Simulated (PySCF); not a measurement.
C$_{2}$H$_{6}$BClO$_{2}$Si

Input

```
{"job": {"xc": "mPW1PW91", "basis": "pcSseg-1", "solvent": "tetrahydrofuran", "kind": "nmr", "pop": true}, "charge": 0, "multiplicity": 1}
Si    -1.830289     0.325015     0.272250
C     -0.128404     0.307523    -0.597776
C      0.624013    -1.043063    -0.582012
O      1.748011    -0.835684     0.257700
B      1.740033     0.463011     0.669391
Cl     2.937118     1.115152     1.696659
O      0.694796     1.181541     0.195312
H     -2.717537    -0.538949    -0.511068
H     -1.640830    -0.214301     1.617778
H     -2.287248     1.709271     0.305575
H     -0.151245     0.726776    -1.607893
H      0.981270    -1.339354    -1.573015
H      0.025924    -1.856451    -0.160627
```

Command:

```sh
OMP_NUM_THREADS=1 python ens_run.py task.json out
```

Geometry: GFN2-xTB.

Computed with PySCF 2.14.0, mPW1PW91/pcSseg-1, SCF density, in a tetrahydrofuran solvent model, non-relativistic.

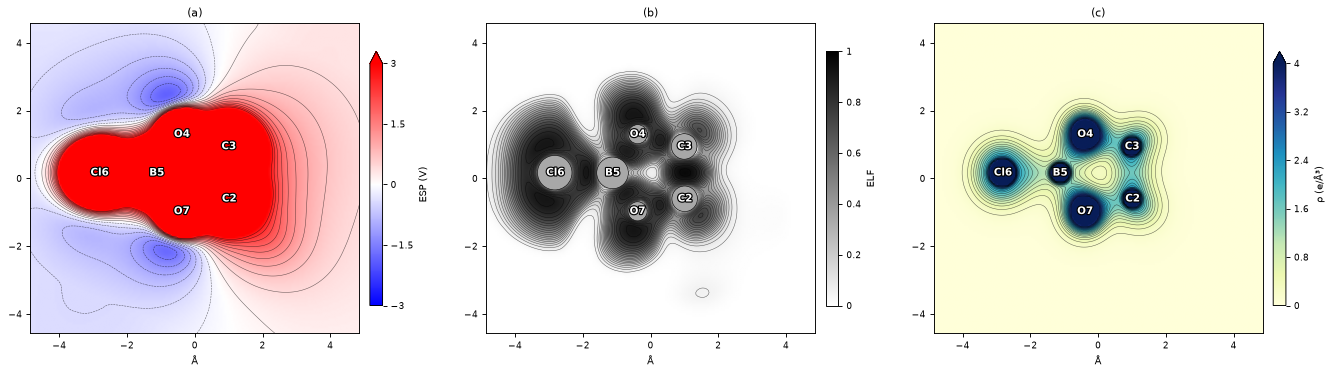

Figure 1. (a) molecular electrostatic potential; (b) ELF; (c) total electron density on the plane of atoms O4, B5 and Cl6. Grey discs cover the atomic cores in the ELF map.

Question: What does the map show?

Answer:
- Atoms in the plane: C, O, B and Cl.
- B–O (1.35 Å): the density is about 2.2 e/Å³ at the midpoint; the ELF peaks at about 0.90 between the atoms; a polar covalent bond.
- C–O (1.42 Å): ρ is about 2 e/Å³ halfway, with its minimum of 1.7 e/Å³ about 0.5 Å from C; the ELF peaks at about 0.90 between the atoms (a polar covalent bond).
- C–C (1.55 Å): ρ is about 1.6 e/Å³ halfway; the ELF peaks at about 0.95 between the atoms; a shared electron pair.
- B–Cl (1.71 Å): ρ is about 1.5 e/Å³ halfway; the ELF peaks at about 0.90 between the atoms, as expected for a polar covalent bond.
- The ELF also peaks beside O7, Cl6 and O4, away from the bonds: lone-pair regions.
- Outside the dense part of the molecule the potential is most negative (−1.8 V) near O4.

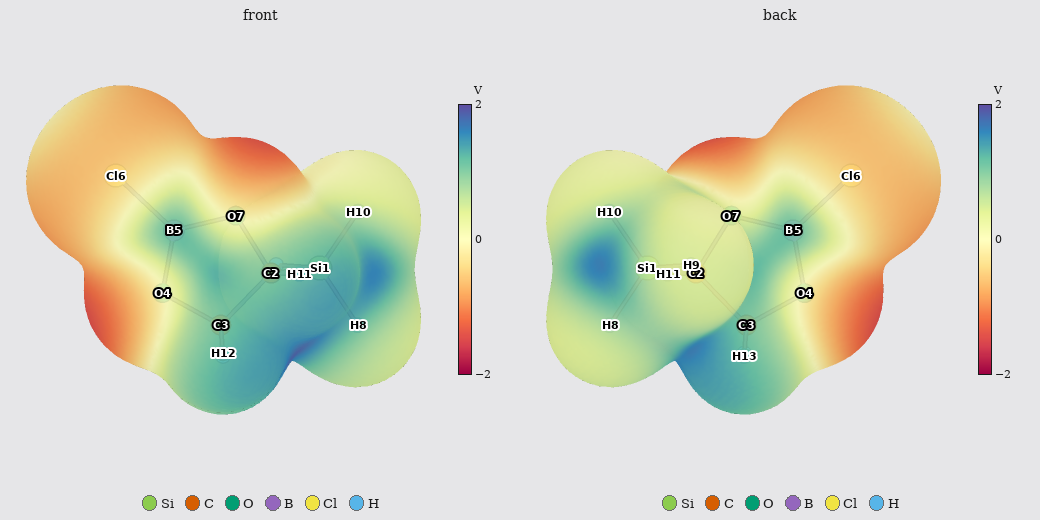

Figure 2. The electrostatic potential painted on the density surface at 0.002 e/bohr³, seen from the front and from behind; red is negative and blue positive.

Question: Which sites attract a positive test charge, and which a negative one?

Answer: A positive charge is drawn to the negative regions and a negative charge to the positive ones. The most negative region (about −1.4 V) lies over O4 and O7, the most positive (about +1.8 V) over C2 and C3.
